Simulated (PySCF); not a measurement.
Sn(Vi)(OH)(OMe)2, C4H10O3Sn, SMILES C=[CH][Sn]([OH])([O]C)[O]C at its GFN2-xTB optimised geometry (Å):

```
18

C     -3.3829    -1.4592     2.5096
C     -2.5798    -2.1074     1.6966
Sn    -1.6143    -1.1328     0.0000
O     -2.1995     0.7515     0.0000
O     -2.0459    -1.7492    -1.8567
C     -1.2869    -2.6575    -2.6139
O      0.4172    -1.1328     0.0000
C      1.2013    -0.4980     0.9710
H     -3.8496    -1.9582     3.3486
H     -3.6138    -0.4158     2.3775
H     -2.3359    -3.1545     1.8090
H     -2.2300     1.1328    -0.8788
H     -1.4669    -3.6879    -2.3002
H     -1.6199    -2.5379    -3.6467
H     -0.2181    -2.4486    -2.5615
H      0.9281     0.5506     1.1062
H      2.2300    -0.5474     0.6072
H      1.1467    -1.0042     1.9382
```

Method: PySCF with B3LYP/def2-SVP, def2 effective core potentials past Kr. The core electrons that the potentials of Sn replace are not part of the density. Cells within 0.4 Å of a nucleus heavier than hydrogen are left out (blank, or x).

Map of the deformation density (molecule minus spherical neutral atoms) (e/bohr³) on the plane z = 1.5 Å:

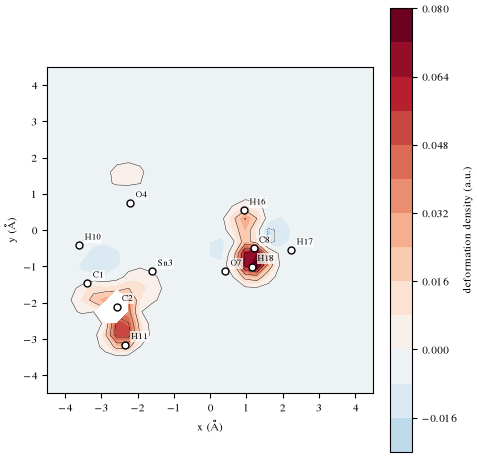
Figure. Deformation density (molecule minus spherical neutral atoms) (e/bohr³) on the plane z = 1.5 Å.
